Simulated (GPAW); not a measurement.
# Ta2N(OH)2 MXene monolayer: work function by functional and basis, part 2 of 2

How far do functional and basis move the work function of Ta2N(OH)2 MXene monolayer?

GPAW 26.7.0; GPAW, PAW setups; layer in a repeated cell with vacuum, relaxation of atoms and in-plane cell (the session's first sound run).

So far, upper work function (eV): step 3 (the slab's potential, PBE, GPAW) 2.86; step 4 (revPBE) 2.74.

**5. Self-consistent run: xc = "vdW-DF2"**

Level of this step: GPAW, PAW setups; slab in vacuum (GPAW).

The same geometry under vdW-DF2, to see how far the functional moves the levels against the vacuum (the van der Waals functionals take revPBE setups).

Input file run.py:

```python
import json
import numpy as np
from ase import Atoms
from gpaw import GPAW, PW

slab = Atoms(
    ['H', 'O', 'Ta', 'N', 'Ta', 'O', 'H'],
    positions=[
        [0.00000, 1.85495, 8.00000],
        [-0.00000, 1.85495, 8.98729],
        [1.60643, 0.92747, 10.29964],
        [0.00000, 0.00000, 11.36012],
        [-0.00000, 1.85495, 12.42061],
        [1.60643, 0.92747, 13.73297],
        [1.60643, 0.92747, 14.72026]],
    cell=[[3.21286, 0.0, 0.0], [-1.60643, 2.78242, 0.0], [0.0, 0.0, 22.7203]],
    pbc=[True, True, False])

slab.calc = GPAW(mode=PW(500), xc='vdW-DF2', kpts={'size': (12, 12, 1), 'gamma': True},
                 occupations={'name': 'fermi-dirac', 'width': 0.05}, nbands='160%',
                 convergence={'density': 1e-05}, maxiter=200,
                 poissonsolver={'dipolelayer': 'xy'},
                 symmetry={'tolerance': 1e-3}, txt='slab.txt')
result = {}
energy = slab.get_potential_energy()
fermi = slab.calc.get_fermi_level()
v = slab.calc.get_electrostatic_potential().mean((0, 1)) - fermi
n = slab.calc.get_pseudo_density().mean((0, 1))
L = slab.cell[2, 2]
z = np.arange(len(v)) * L / len(v)
low, high = slab.positions[:, 2].min(), slab.positions[:, 2].max()
below, above = np.interp([low - 5.8, high + 5.8], z, v)
slopes = [np.interp(x, z, np.gradient(v, z)) for x in (low - 5.8, high + 5.8)]
eps = np.array([[slab.calc.get_eigenvalues(k, s) for k in range(len(slab.calc.get_ibz_k_points()))]
                for s in range(slab.calc.get_number_of_spins())]) - fermi
top, bottom = eps[eps < 0].max(), eps[eps > 0].min()
dipole = slab.get_dipole_moment()[2]
print(f'energy {energy:.4f} eV, Fermi level {fermi:.4f} eV, dipole {dipole:.5f} e A')
print(f'potential 5.8 A off the faces, from the Fermi level: lower {below:.4f} eV, upper {above:.4f} eV')
print(f'slope of the potential there: lower {slopes[0]:.5f}, upper {slopes[1]:.5f} eV/A')
print(f'nearest levels on the mesh: {top:.4f} and {bottom:.4f} eV')
print('magnetic moment', round(slab.get_magnetic_moment(), 3))
result.update(energy=energy, fermi=fermi, dipole=dipole, below=below, above=above, slopes=slopes, edges=[top, bottom],
              z=z.tolist(), v=v.tolist(), n=n.tolist(), positions=slab.positions.tolist(),
              forces=slab.get_forces(apply_constraint=False).tolist(), moments=slab.get_magnetic_moments().tolist())
json.dump(result, open('result.json', 'w'))
```

Command:

```console
> OMP_NUM_THREADS=1 OPENBLAS_NUM_THREADS=1 python run.py
```

The log of the run:

```text
energy -375.6449 eV, Fermi level 1.4717 eV, dipole -0.00080 e A
potential 5.8 A off the faces, from the Fermi level: lower 3.3633 eV, upper 3.3789 eV
slope of the potential there: lower -0.00337, upper 0.00337 eV/A
nearest levels on the mesh: -0.0440 and 0.0725 eV
magnetic moment 0.0
```

Elapsed: 2.3 min, on 1 thread of Arm Neoverse V1, shared host; peak memory 0.48 GiB.

This step gave:

* levels nearest the Fermi level on the mesh: -0.04401, 0.07245 eV from the Fermi level
* upper work function: 3.379 eV
* lower work function: 3.363 eV

The upper face's work function is 3.379 eV, against 2.856 eV in the first plane-wave PBE run at this geometry.

**6. Self-consistent run: xc = "LDA"**

The same geometry under LDA, to see how far the functional moves the levels against the vacuum.

run.py: that of step 5 with these lines changed.

```diff
@@ -18,3 +18,3 @@
 
-slab.calc = GPAW(mode=PW(500), xc='vdW-DF2', kpts={'size': (12, 12, 1), 'gamma': True},
+slab.calc = GPAW(mode=PW(500), xc='LDA', kpts={'size': (12, 12, 1), 'gamma': True},
                  occupations={'name': 'fermi-dirac', 'width': 0.05}, nbands='160%',
```

The log of the run:

```text
energy -56.1778 eV, Fermi level 1.5558 eV, dipole -0.00080 e A
potential 5.8 A off the faces, from the Fermi level: lower 3.0250 eV, upper 3.0406 eV
slope of the potential there: lower -0.00146, upper 0.00146 eV/A
nearest levels on the mesh: -0.0474 and 0.0902 eV
magnetic moment 0.0
```

Elapsed: 1.8 min, on 1 thread; peak memory 0.28 GiB.

Numbers from this step:

- levels nearest the Fermi level on the mesh: -0.04738, 0.09017 eV from the Fermi level
- upper work function: 3.041 eV
- lower work function: 3.025 eV

The upper face's work function is 3.041 eV, against 2.856 eV in the first plane-wave PBE run at this geometry.

**7. Self-consistent run: xc = "RPBE"**

The same geometry under RPBE, to see how far the functional moves the levels against the vacuum.

run.py: that of step 6 with these lines changed.

```diff
@@ -18,3 +18,3 @@
 
-slab.calc = GPAW(mode=PW(500), xc='LDA', kpts={'size': (12, 12, 1), 'gamma': True},
+slab.calc = GPAW(mode=PW(500), xc='RPBE', kpts={'size': (12, 12, 1), 'gamma': True},
                  occupations={'name': 'fermi-dirac', 'width': 0.05}, nbands='160%',
```

The log of the run:

```text
energy -48.1755 eV, Fermi level 1.9704 eV, dipole -0.00080 e A
potential 5.8 A off the faces, from the Fermi level: lower 2.7129 eV, upper 2.7284 eV
slope of the potential there: lower -0.00206, upper 0.00206 eV/A
nearest levels on the mesh: -0.0321 and 0.0603 eV
magnetic moment 0.0
```

It took 1.9 min on 1 thread; peak memory 0.28 GiB.

This step gave:

```
levels nearest the Fermi level on the mesh : -0.03206, 0.06028 eV from the Fermi level
upper work function                        : 2.728 eV
lower work function                        : 2.713 eV
```

The upper face's work function is 2.728 eV, against 2.856 eV in the first plane-wave PBE run at this geometry.

**8. OptPBE vdW: xc = "optPBE-vdW"**

The same geometry under optPBE-vdW, to see how far the functional moves the levels against the vacuum (the van der Waals functionals take revPBE setups).

run.py: that of step 7 with these lines changed.

```diff
@@ -18,3 +18,3 @@
 
-slab.calc = GPAW(mode=PW(500), xc='RPBE', kpts={'size': (12, 12, 1), 'gamma': True},
+slab.calc = GPAW(mode=PW(500), xc='optPBE-vdW', kpts={'size': (12, 12, 1), 'gamma': True},
                  occupations={'name': 'fermi-dirac', 'width': 0.05}, nbands='160%',
```

The log of the run:

```text
energy -91.2496 eV, Fermi level 1.6648 eV, dipole -0.00080 e A
potential 5.8 A off the faces, from the Fermi level: lower 3.0517 eV, upper 3.0673 eV
slope of the potential there: lower -0.00208, upper 0.00208 eV/A
nearest levels on the mesh: -0.0305 and 0.0628 eV
magnetic moment 0.0
```

The job ended after 2.1 min (1 thread; peak memory 0.48 GiB).

This step gave:

```yaml
dipole_along_the_normal: -7.98e-4 e·Å
levels_nearest_the_fermi_level_on_the_mesh: -0.03050, 0.06279 eV from the Fermi level
upper_work_function: 3.067 eV
lower_work_function: 3.052 eV
```

The upper face's work function is 3.067 eV, against 2.856 eV in the first plane-wave PBE run at this geometry.

**9. Real-space grid: mode = "fd"**

A real-space grid is a second complete basis, so it checks the plane-wave result.

run.py: that of step 8 with these lines changed.

```diff
@@ -3,3 +3,3 @@
 from ase import Atoms
-from gpaw import GPAW, PW
+from gpaw import GPAW
 
@@ -18,3 +18,3 @@
 
-slab.calc = GPAW(mode=PW(500), xc='optPBE-vdW', kpts={'size': (12, 12, 1), 'gamma': True},
+slab.calc = GPAW(mode='fd', h=0.18, xc='PBE', kpts={'size': (12, 12, 1), 'gamma': True},
                  occupations={'name': 'fermi-dirac', 'width': 0.05}, nbands='160%',
```

The log of the run:

```text
energy -52.4982 eV, Fermi level -2.8292 eV, dipole -0.00077 e A
potential 5.8 A off the faces, from the Fermi level: lower 2.8211 eV, upper 2.8366 eV
slope of the potential there: lower -0.00071, upper 0.00071 eV/A
nearest levels on the mesh: -0.0395 and 0.0715 eV
magnetic moment 0.0
```

Elapsed: 3.9 min, on 1 thread; peak memory 0.71 GiB.

This step gave:

```yaml
dipole_along_the_normal: -7.74e-4 e·Å
levels_nearest_the_fermi_level_on_the_mesh: -0.03946, 0.07147 eV from the Fermi level
upper_work_function: 2.837 eV
lower_work_function: 2.821 eV
```

The electrostatic potential energy of an electron (without an applied field's), less the Fermi level, planar mean oscillates, so the rows of the table below give means over windows of 1.6 Å about each position, cut where the curve ends. Its maxima inside the range that stand out by 2 % of the span (Å: eV): 8.3: -0.775, 9.4: -7.67, 11.0: -13.2, 11.7: -13.2, 13.3: -7.66, 14.4: -0.760. Its minima: 8.0: -1.51, 9.1: -11.0, 10.3: -24.3, 11.4: -16.8, 12.4: -24.3, 13.7: -11.0, 14.7: -1.49.

Table of electrostatic potential energy of an electron (without an applied field's), less the Fermi level, planar mean by z; means over each step:

| z (Å) | electrostatic potential energy of an electron (without an applied field's), less the Fermi level, planar mean (eV) |
| --- | --- |
| 0.80 | 2.82 |
| 2.40 | 2.82 |
| 4.00 | 2.81 |
| 5.60 | 2.64 |
| 7.20 | 1.01 |
| 8.80 | -5.76 |
| 10.40 | -17.8 |
| 12.00 | -18.3 |
| 13.60 | -8.17 |
| 15.20 | 0.359 |
| 16.80 | 2.54 |
| 18.40 | 2.81 |
| 20.00 | 2.84 |
| 21.60 | 2.84 |

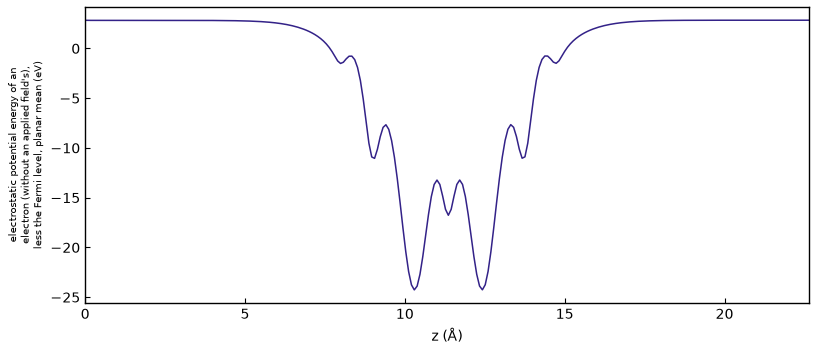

Electrostatic potential energy of an electron (without an applied field's), less the Fermi level, planar mean, plotted against z.

The upper face's work function is 2.837 eV, against 2.856 eV in the first plane-wave PBE run at this geometry.

**10. Atomic orbitals: mode = "lcao"**

Atom-centred orbitals end a few angstrom from the surface, which tests how much the density's tail matters.

run.py: that of step 9 with these lines changed.

```diff
@@ -18,4 +18,4 @@
 
-slab.calc = GPAW(mode='fd', h=0.18, xc='PBE', kpts={'size': (12, 12, 1), 'gamma': True},
-                 occupations={'name': 'fermi-dirac', 'width': 0.05}, nbands='160%',
+slab.calc = GPAW(mode='lcao', basis='dzp', h=0.18, xc='PBE', kpts={'size': (12, 12, 1), 'gamma': True},
+                 occupations={'name': 'fermi-dirac', 'width': 0.05}, nbands='120%',
                  convergence={'density': 1e-05}, maxiter=200,
```

The log of the run:

```text
energy -49.2935 eV, Fermi level -1.8259 eV, dipole -0.00078 e A
potential 5.8 A off the faces, from the Fermi level: lower 1.8181 eV, upper 1.8336 eV
slope of the potential there: lower 0.00000, upper 0.00000 eV/A
nearest levels on the mesh: -0.0025 and 0.0536 eV
magnetic moment 0.0
```

Run time: 4.4 min. Hardware: 1 thread; peak memory 0.33 GiB.

Numbers from this step:

| Item | Value |
| --- | --- |
| dipole along the normal | -7.75e-4 e·Å |
| levels nearest the Fermi level on the mesh | -0.002543, 0.05355 eV from the Fermi level |
| upper work function | 1.834 eV |
| lower work function | 1.818 eV |

The upper face's work function is 1.834 eV, against 2.856 eV in the first plane-wave PBE run at this geometry.

**11. Cost and result by level**

Times are for 1 thread of Arm Neoverse V1, shared host. Results by setting:

| no. | run | upper work function (eV) | lower work function (eV) | time | memory (GiB) |
| --- | --- | --- | --- | --- | --- |
| 1 | pw | 2.856 | 2.841 | 1.8 min | 0.28 |
| 2 | revPBE | 2.736 | 2.720 | 1.8 min | 0.28 |
| 3 | vdW DF2 | 3.379 | 3.363 | 2.3 min | 0.48 |
| 4 | LDA | 3.041 | 3.025 | 1.8 min | 0.28 |
| 5 | RPBE | 2.728 | 2.713 | 1.9 min | 0.28 |
| 6 | optPBE vdW | 3.067 | 3.052 | 2.1 min | 0.48 |
| 7 | fd | 2.837 | 2.821 | 3.9 min | 0.71 |
| 8 | lcao | 1.834 | 1.818 | 4.4 min | 0.33 |

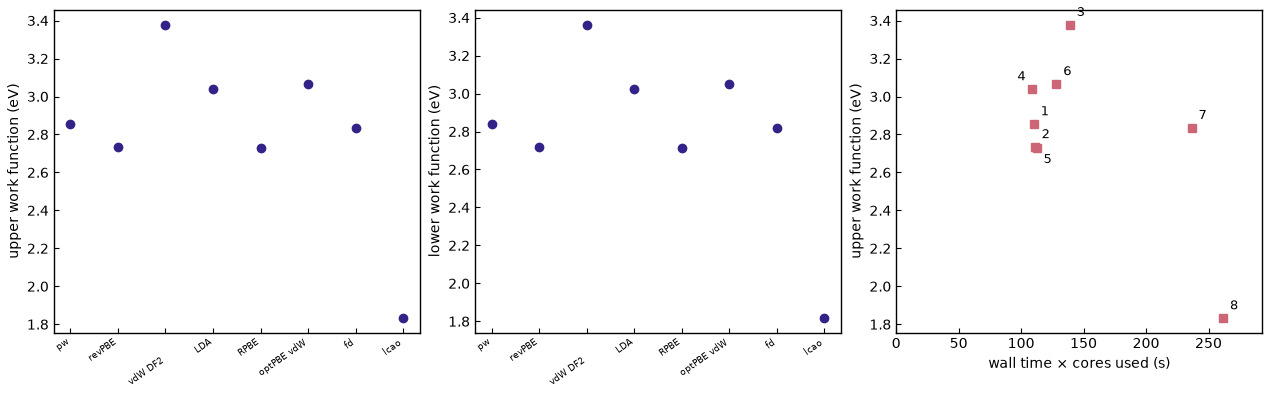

The series as plots; the last panel sets the first result against cost, with the runs numbered as in the table.

**12. Side by side**

Results and costs are gathered.

This step: comparison of work functions, dipole and cost (GPAW 26.7.0).

Ladder, by row:

| step | code | work function, upper (eV) | work function, lower (eV) | dipole (e Å) | wall time (s) | peak memory (GiB) | threads |
| --- | --- | --- | --- | --- | --- | --- | --- |
| pw | GPAW | 2.856 | 2.841 | -7.99e-4 | 110.1 | 0.28 | 1 |
| revPBE | GPAW | 2.736 | 2.72 | -7.99e-4 | 110.8 | 0.28 | 1 |
| vdW-DF2 | GPAW | 3.379 | 3.363 | -7.99e-4 | 138.9 | 0.48 | 1 |
| LDA | GPAW | 3.041 | 3.025 | -7.99e-4 | 109 | 0.28 | 1 |
| RPBE | GPAW | 2.728 | 2.713 | -7.99e-4 | 112.4 | 0.28 | 1 |
| optPBE-vdW | GPAW | 3.067 | 3.052 | -7.98e-4 | 128.2 | 0.48 | 1 |
| fd | GPAW | 2.837 | 2.821 | -7.74e-4 | 236.5 | 0.71 | 1 |
| lcao | GPAW | 1.834 | 1.818 | -7.75e-4 | 261.6 | 0.33 | 1 |

**13. What came out**

| Quantity | Value |
| --- | --- |
| work function, upper and lower face | 2.856 and 2.841 eV |
| dipole along the normal | -8.0e-4 e Å |

In words: With plane waves and PBE the work function is 2.86 eV on the upper face and 2.84 eV on the lower. Over the sound runs of the table the upper face's work function spans 1.834 (lcao) to 3.379 eV (vdW-DF2). Atomic orbitals miss the plane-wave value by -1.0 eV, since they describe the tail of the density in the vacuum poorly. The small printed dipole stands for a step of 16 meV from the lower to the upper face, and the probes find 16 meV; values this small are near the numerical noise of both. The cell holds an odd number of electrons, so without spin polarisation it must come out metallic and without a moment, whatever its true state. The layer's cell and atoms come from the relaxation; spin-orbit coupling and temperature are left out.

[Logs are printed without paths, hosts, clocks, repeated set-up lines and the standing remarks that a program may print on its own settings, such as how far it seeks lower states.]

[Hosts, paths, dates, database ids (printed as entryN), source tags and the programs' standing remarks are cut or masked in the printed files.]
